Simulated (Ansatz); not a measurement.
## Pressure series in TeO2

The parent structure is TeO2 (space group P2_12_12_1, No. 19; a = 4.293 Å, b = 4.942 Å, c = 8.564 Å).

Cell and atoms are relaxed at each pressure.

Computed with PBEsol (Ansatz, a program for electronic structure), spin-orbit coupling left out.

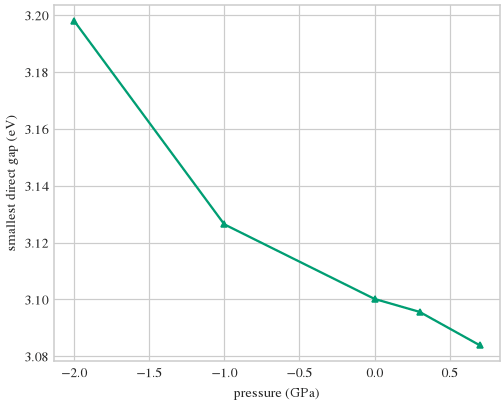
Fig. 1. Smallest direct gap against pressure

From the plot, what is the smallest direct gap for pressure 0.3 GPa?

About 3.10 eV.

Is the trend monotonic over the range shown?

Yes, it falls throughout, spanning 3.08 eV to 3.20 eV.

Spin-orbit coupling, missing from the scalar runs, can matter with Te. Load acts through the strain it causes; cell and atoms are relaxed under it. Stability against distortions was not tested.
